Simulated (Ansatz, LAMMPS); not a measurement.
# Structural relaxation of glassy 60SiO2-40Na2O (mol %) (195 atoms)

Aim: bring glassy 60SiO2-40Na2O (mol %) (195 atoms) to a nearby minimum of the energy and see what moves.

Program: Ansatz 0.2.0. Level of theory: Kohn-Sham DFT, RPBE, PAW (set soft_2), plane waves. Results are calculated unless marked as measured.

## (1) Set-up

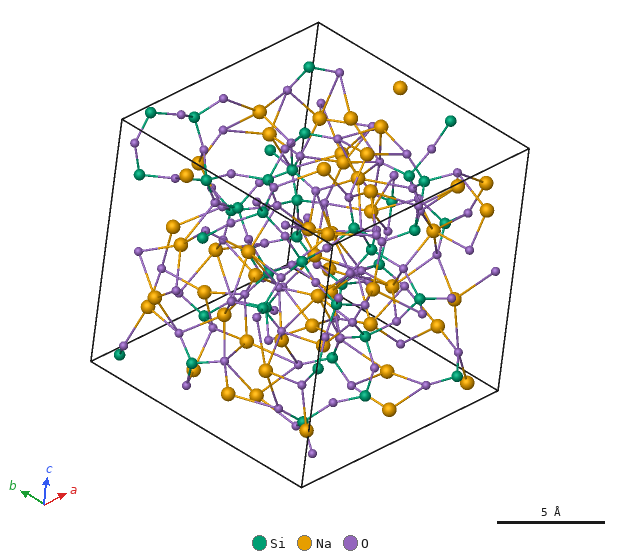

Start, viewed from a free direction; silicon teal, sodium orange, oxygen purple. Bonds to atoms that aren't drawn are left out. Some periodic images of atoms are drawn too.

The cell holds 195 atoms: 39 Si, 52 Na and 104 O. Cell: a = 13.544 Å, b = 13.544 Å, c = 13.544 Å, α = 90.0°, β = 90.0°, γ = 90.0°. 195 atoms (39 Si, 52 Na, 104 O) placed at random at 2.64 g/cm³, melted at 4000 K for 10 ps at fixed volume with the Morse and Coulomb pair potential with partial charges (Pedone, Malavasi, Menziani, Cormack and Segre, J. Phys. Chem. B 110, 11780 (2006)). Quenched from 4000 K to 300 K at 20 K/ps and fixed volume, held 5 ps.

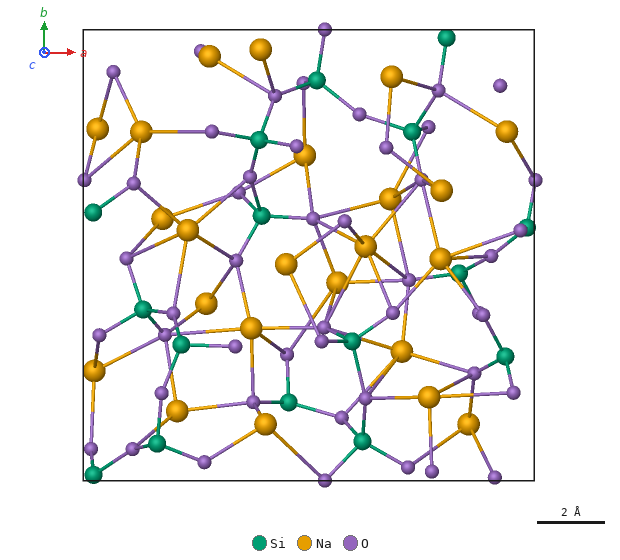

A slice 6 Å thick through the middle of the cell. Bonds to atoms that aren't drawn are left out.

What the set-up can't give: The quench rate of 20 K/ps is orders of magnitude faster than experiment, which tends to freeze in extra defects. The starting topology of bonds comes from the classical model. The Brillouin zone is sampled at Γ only, in a cell whose shortest periodic width is 14 Å.

## (2) How the cell was made

A classical potential supplies the starting structure, since it reaches far longer times than DFT.

This step: classical MD, Morse and Coulomb pair potential with partial charges (Pedone, Malavasi, Menziani, Cormack and Segre, J. Phys. Chem. B 110, 11780 (2006)) (LAMMPS 22 Jul 2025 - Update 4).

in.lmp

```
# melt-quench of Si39Na52O104
units metal
atom_style charge
boundary p p p
region box block 0 13.5442 0 13.5442 0 13.5442
create_box 3 box
mass 1 28.0850   # Si
mass 2 22.9898   # Na
mass 3 15.9990   # O
create_atoms 1 random 39 160387 NULL overlap 1.5 maxtry 2000
create_atoms 2 random 52 160394 NULL overlap 1.5 maxtry 2000
create_atoms 3 random 104 160401 NULL overlap 1.5 maxtry 2000
pair_style hybrid/overlay pedone 5.5 coul/long 8.0
pair_coeff * * coul/long
pair_coeff 1 3 pedone 0.340554 2.006700 2.100000 1   # Si-O
pair_coeff 2 3 pedone 0.023363 1.763867 3.006315 5   # Na-O
pair_coeff 3 3 pedone 0.042395 1.379316 3.618701 22   # O-O
set type 1 charge 2.4
set type 2 charge 0.6
set type 3 charge -1.2
kspace_style pppm 1.0e-4
neigh_modify delay 0 every 1 check yes
thermo_style custom step time temp pe press density
thermo_modify norm yes
timestep 0.002
thermo 100
min_style cg
minimize 1e-4 1e-4 200 2000
reset_timestep 0
velocity all create 4000 160388 mom yes dist gaussian
fix lim all nve/limit 0.05
fix lan all langevin 4000 4000 0.2 160389 zero yes
thermo 500
run 1000 post no
# [... 7 lines left out ...]
fix md all nvt temp 4000 300 0.2
run 92500 post no
unfix md
thermo 1250
fix md all nvt temp 300 300 0.2
run 2500 post no
unfix md
write_dump all custom glass.dump id type xs ys zs modify sort id
```

Started as:

```console
$ lmp -in in.lmp -log none -nocite
```

Numbers of over 12 decimals in the logs are rounded to 6 here.

Output:

```text
LAMMPS (22 Jul 2025 - Update 4)
Created orthogonal box = (0 0 0) to (13.5442 13.5442 13.5442)
Created 39 atoms
Created 52 atoms
Created 104 atoms
PPPM initialization ...
  G vector (1/distance) = 0.3829715
  grid = 15 15 15
  estimated relative force accuracy = 4.7329685e-05
   Step          Time           Temp          PotEng         Press         Density
         0   0              0             -0.14487438     659889.61      2.6430197
       100   0.2            0             -12.026389      17154.093      2.6430197
       103   0.206          0             -12.030692      17585.27       2.6430197
[... 19 lines left out ...]
[... 2 lines left out ...]
Loop time of 4.31087 s on 1 MPI rank(s) for 5000 steps with 195 atoms
   Step          Time           Temp          PotEng         Press         Density
[... 12 lines left out ...]
Loop time of 77.2338 s on 1 MPI rank(s) for 92500 steps with 195 atoms
   Step          Time           Temp          PotEng         Press         Density
     98500   197            304.74095     -12.142765      6639.909       2.6430197
     98750   197.5          317.29701     -12.141648      6944.0722      2.6430197
    100000   200            280.59081     -12.139102      931.57335      2.6430197
    101000   202            265.29828     -12.140775      5649.6821      2.6430197
Loop time of 2.17403 s on 1 MPI rank(s) for 2500 steps with 195 atoms
```

The job ended after 85 s (1 thread of Arm Neoverse V2, shared host; peak memory 0.071 GiB).

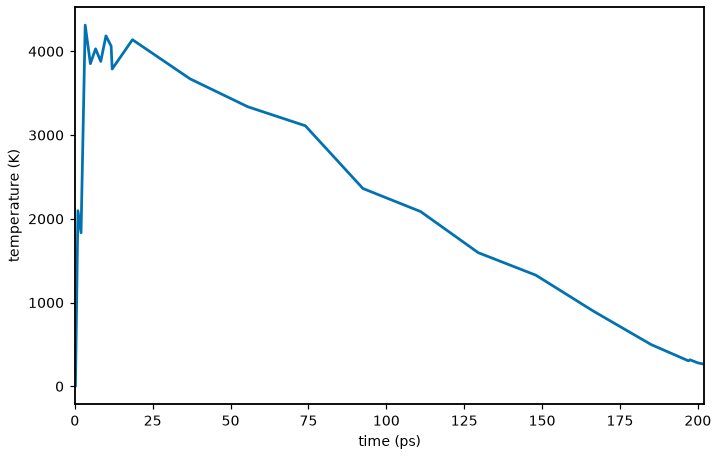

Temperature, plotted against time.

## (3) Single point at the start

A single point comes first, to see the forces before anything moves.

input.yaml

```yaml
crystal:
  lattice:
    - [13.5442, 0.0, 0.0]
    - [0.0, 13.5442, 0.0]
    - [0.0, 0.0, 13.5442]
  atoms:
    - { symbol: Si, position: [0.6094, 0.7527, 0.10806] }
    - { symbol: Si, position: [0.13816, 0.43846, 0.85276] }
    - { symbol: Si, position: [0.523, 0.61028, 0.93589] }
    - { symbol: Si, position: [0.59605, 0.30935, 0.5827] }
    - { symbol: Si, position: [0.51794, 0.88786, 0.47475] }
    - { symbol: Si, position: [0.96684, 0.33426, 0.95244] }
    - { symbol: Si, position: [0.4556, 0.17387, 0.35082] }
    - { symbol: Si, position: [0.11044, 0.96684, 0.00047] }
    - { symbol: Si, position: [0.98382, 0.56132, 0.4947] }
    - { symbol: Si, position: [0.53216, 0.0784, 0.80878] }
    - { symbol: Si, position: [0.39557, 0.58762, 0.42207] }
    - { symbol: Si, position: [0.38999, 0.75588, 0.6052] }
    - { symbol: Si, position: [0.13269, 0.37978, 0.49012] }
    - { symbol: Si, position: [0.31626, 0.93913, 0.91382] }
    - { symbol: Si, position: [0.1759, 0.17345, 0.11042] }
    - { symbol: Si, position: [0.21754, 0.30182, 0.6888] }
    - { symbol: Si, position: [0.02212, 0.59494, 0.71188] }
    - { symbol: Si, position: [0.78636, 0.84257, 0.98314] }
    - { symbol: Si, position: [0.80572, 0.98226, 0.55912] }
    - { symbol: Si, position: [0.23635, 0.78552, 0.76547] }
    - { symbol: Si, position: [0.16396, 0.08247, 0.64783] }
    - { symbol: Si, position: [0.83842, 0.38218, 0.75227] }
    - { symbol: Si, position: [0.821, 0.82852, 0.2754] }
    - { symbol: Si, position: [0.57128, 0.6837, 0.7262] }
    - { symbol: Si, position: [0.44098, 0.27335, 0.75242] }
    - { symbol: Si, position: [0.6191, 0.0877, 0.4855] }
    - { symbol: Si, position: [0.93592, 0.27578, 0.57273] }
    - { symbol: Si, position: [0.41304, 0.8609, 0.095] }
    - { symbol: Si, position: [0.83318, 0.45998, 0.34863] }
    - { symbol: Si, position: [0.47613, 0.32407, 0.1766] }
    - { symbol: Si, position: [0.7291, 0.77386, 0.49252] }
    - { symbol: Si, position: [0.08766, 0.6245, 0.15271] }
    [... 157 atom lines left out ...]
    - { symbol: O, position: [0.40199, 0.59037, 0.93017] }
    - { symbol: O, position: [0.39102, 0.40079, 0.14213] }
    - { symbol: O, position: [0.24535, 0.49116, 0.8853] }
    - { symbol: O, position: [0.17177, 0.35363, 0.78514] }
    - { symbol: O, position: [0.57309, 0.13992, 0.38435] }
    - { symbol: O, position: [0.50961, 0.58122, 0.41191] }
kpoints:
  mp_grid: { grid: [1, 1, 1] }
hamiltonian:
  xc: rpbe
scf:
  occupations: { method: fixed }
output:
  forces: true
  stress: true
  populations: intrinsic
  dos:
    method: { smearing: { sigma: 0.15 } }
    de: 0.1
    projected: { site_lists: { Na: [Na], O: [O], Si: [Si] } }
  eigenvalues: true
```

Started as:

```console
$ ansatz run input.yaml --threads 4 --pin off --max-ram 8192MiB --backend cpu --events-out ev --progress --plain --runs-dir out
```

Output:

```text
Engine: ansatz 0.2.0, aarch64-unknown-linux-gnu
Pseudopotentials: kind: paw
Pseudopotential: Si, paw, valence charge 4, recommended cutoff 420 eV (normal), Si.paw.azcp
Pseudopotential: Na, paw, valence charge 9, recommended cutoff 420 eV (normal), Na.paw.azcp
Pseudopotential: O, paw, valence charge 6, recommended cutoff 420 eV (normal), O.paw.azcp
[... 5 lines on functional and potentials left out ...]
Crystal: 195 atoms, lattice volume = 2484.621 Å³
Basis set: ecut = 420 eV, 48501 PW (Γ), exchange–correlation on 192×192×192 points (8 copies of the dense FFT grid, shifted against one another)
Bands: 819, of which v1, the nominal top of the filled ones, is band 624 counted from 1 (623 counted from 0)
Symmetry: 1 space group operations
Space group: P1 (ITA 1), of the structure as read, at distance tolerance 1.4e-4 Å
k-points: 1
[... 10 lines on functional and potentials left out ...]
Initial density: superposition of atomic densities (neutral atoms: chi_scale 0, normalization atom), corrected by the library's trained network
Initial wavefunctions: pseudopotential atomic-orbital guess
Functional: x = rpbe, c = pbe(β = 0.066725)
SCF iter   1: F=—  HF=-161720.174325 eV  |F-HF|=—  |Δ(HF+E_count)|=         —  Δρ=4.98e-3  dr2=7.23e-1  ethr=1.77e-3  ⟨swp⟩=5.0  Hψ=2749  notcnv=0  defer=193
preconditioner: auto → Resta (q_TF=auto, 2.432 Å⁻¹)  ε∞=2.6  [insulator: Δε(μ)=2.658 eV  Ē_g=19.882 eV  n_scr=618 (ndim 8)  ℏωp=25.2 eV  f_vac=0.116  ε∞_Penn≈2.6]
SCF iter   2: F=—  HF=-161720.009286 eV  |F-HF|=—  |Δ(HF+E_count)|=   1.65e-1  Δρ=2.43e-3  dr2=1.07e-1  ethr=5.79e-5  ⟨swp⟩=2.0  Hψ=1415  notcnv=0  defer=193
SCF iter   3: F=—  HF=-161720.009632 eV  |F-HF|=—  |Δ(HF+E_count)|=   3.46e-4  Δρ=9.91e-4  dr2=3.37e-2  ethr=8.60e-6  ⟨swp⟩=2.0  Hψ=953  notcnv=0  defer=193
SCF iter   4: F=—  HF=-161720.014319 eV  |F-HF|=—  |Δ(HF+E_count)|=   4.69e-3  Δρ=3.49e-4  dr2=2.63e-3  ethr=2.70e-6  ⟨swp⟩=3.0  Hψ=952  notcnv=0  defer=193
SCF iter   5: F=—  HF=-161720.015162 eV  |F-HF|=—  |Δ(HF+E_count)|=   8.43e-4  Δρ=1.48e-4  dr2=4.92e-4  ethr=2.11e-7  ⟨swp⟩=2.0  Hψ=1314  notcnv=0  defer=193
SCF iter   6: F=—  HF=-161720.015631 eV  |F-HF|=—  |Δ(HF+E_count)|=   4.69e-4  Δρ=5.63e-5  dr2=7.28e-5  ethr=3.94e-8  ⟨swp⟩=2.0  Hψ=1170  notcnv=0  defer=193
SCF iter   7: F=—  HF=-161720.015931 eV  |F-HF|=—  |Δ(HF+E_count)|=   3.00e-4  Δρ=2.06e-5  dr2=9.33e-6  ethr=5.84e-9  ⟨swp⟩=2.0  Hψ=1256  notcnv=0  defer=192
SCF iter   8: F=—  HF=-161720.015950 eV  |F-HF|=—  |Δ(HF+E_count)|=   1.87e-5  Δρ=1.04e-5  dr2=2.49e-6  ethr=7.48e-10  ⟨swp⟩=2.0  Hψ=1205  notcnv=0  defer=193
SCF iter   9: F=—  HF=-161720.015954 eV  |F-HF|=—  |Δ(HF+E_count)|=   4.74e-6  Δρ=3.11e-6  dr2=2.51e-7  ethr=2.00e-10  ⟨swp⟩=2.0  Hψ=1192  notcnv=0  defer=193
SCF iter  10: F=-161720.015955 eV  HF=-161720.015955 eV  |F-HF|=6.96e-8  |Δ(HF+E_count)|=   5.51e-7  Δρ=1.80e-6  dr2=7.36e-8  ethr=8.01e-12  ⟨swp⟩=18.0  Hψ=4616  notcnv=0
SCF 1 converged in 10 iterations: F = -161720.015955 eV  dr2 = 7.36e-8
  greatest PAW one-centre occupation: 1.000 electrons in one spin orbital (limit 2), on the Na atom at site 57 (counted from 0), in its partial waves of l = 1
SCF converged after 10 iterations
Free energy (F): -161720.015955 eV
Harris-Foulkes:  -161720.015955 eV  (|F-HF|=6.96e-8)
Internal energy: -161720.015955 eV  (E = F + TS)
E sigma→0 (E₀):  -161720.015955 eV
Fermi energy:    5.378918 eV
--- Per-component energies (eV) ---
  E_band       = -12570.965191
  E_kinetic    = 26780.325114
  E_local      = -110966.705488  (includes V_loc(G=0)·N_el)
  E_nonlocal   = 11839.798357
  E_hartree    = 40065.343512
  E_xc         = -12099.889761
  E_vxc        = -14481.773798  (∫ρ·V_xc dr)
  E_paw        = -50582.999591  (= ΣΔE_a)
  E_vpaw       = -5873.548943  (= ΣTr[D̂ρ^β])
  E_aug_tail   = 0.260548  (compensation charges beyond the density's cutoff)
  E_ewald      = -66751.738601
  E_core_change = -4.410045  (= ΣΔE_core)
  E_smearing   = -0.000000  (= −TS)
  E_closure    = 0.000000  (closes the sum)
  Σ components = -161720.015955   (vs F -161720.015955, Δ=0.00e0)
--- Forces (eV/Å), atoms counted from 1 ---
  atom   1  Si    -0.31133826    -0.32727558    -1.21689391
  atom   2  Si    -1.29793252     4.18209050    -0.44381717
  atom   3  Si    -0.34194309     1.44668329     0.29061296
  atom   4  Si    -0.61200682    -3.84531961    -0.04132961
  atom   5  Si     1.62755982    -1.73390482     1.02050988
  atom   6  Si    -0.73887384     0.04377560    -2.98098004
  atom   7  Si     0.12895881     0.82376464     2.25767976
  atom   8  Si     1.55971315     0.55315774     1.89809981
  atom   9  Si     3.12422563    -3.10728157     0.54012977
  atom  10  Si     0.62777299     1.75940214     2.35301117
  atom  11  Si    -1.67954115     2.19776974     0.45180024
  atom  12  Si     0.85312238    -0.49754618    -0.46396317
  atom  13  Si    -1.37510178     0.29953558     2.26685385
  atom  14  Si    -2.56417197     2.64874503     0.35424710
[...]
atom 194  O      0.39093909     0.55183633    -1.21760474
  atom 195  O      3.13165012     0.17200022     0.02319982
  max |Σ_I F_I| component: 2.27e-4 eV/Å
--- Stress (GPa, compression-positive) ---
       10.700631       0.717218      -0.439607
        0.717218      11.867199      -0.381189
       -0.439606      -0.381189      11.980144
  P = ⅓ Tr σ = 11.5160 GPa (115.160 kbar)
--- Band table (eV) ---
  k-point 0: bands = ["-47.7248", "-47.3840", "-47.3040", "-47.1230", [... 803 levels ...], "15.3461", "15.3758", "15.3805", "15.3974", "15.4495", "15.5007", "15.5222", "15.5279", "15.5703", "15.5759", "15.6090", "15.6482"]
--- intrinsic populations: 195 sites ---
  site symbol       q [e]
     0     Si      2.3177
     1     Si      2.2435
     2     Si      2.3226
[...]
194      O      7.1123
  spilling = -0.000000 (of n_electrons = 1248.000000)
```

It took 1.8 min on 4 threads of Arm Neoverse V2, shared host; peak memory 4.5 GiB; 7 min of CPU time.

Numbers from this run:

- free energy: -161720.0160 eV
- free energy per atom: -829.3334 eV/atom
- SCF cycles: 10
- pressure: 11.52 GPa
- r.m.s. force component: 1.36 eV/Å
- longest force: 6.238 eV/Å
- Fermi energy: 5.379 eV
- gap (highest filled to lowest empty level): 2.21 eV

The r.m.s. force component of 1.4 eV/Å and the pressure of 12 GPa set the starting point.

Length of the force by element:

```
element  coordination  atoms  mean length of the force (eV/Å)  spread  least  most
     Na           all     52                            0.718   0.310  0.103  1.57
      O           all    104                             2.39    1.15  0.242  6.24
     Si           all     39                             2.70   0.927  0.873  4.44
```

(Part 1 of 3 ends here.)

[Logs are printed without paths, hosts, clocks, repeated set-up lines and the standing remarks that a program may print on its own settings, such as how far it seeks lower states.]

[Hosts, paths, dates, database ids (printed as entryN), source tags and the programs' standing remarks are cut or masked in the printed files.]
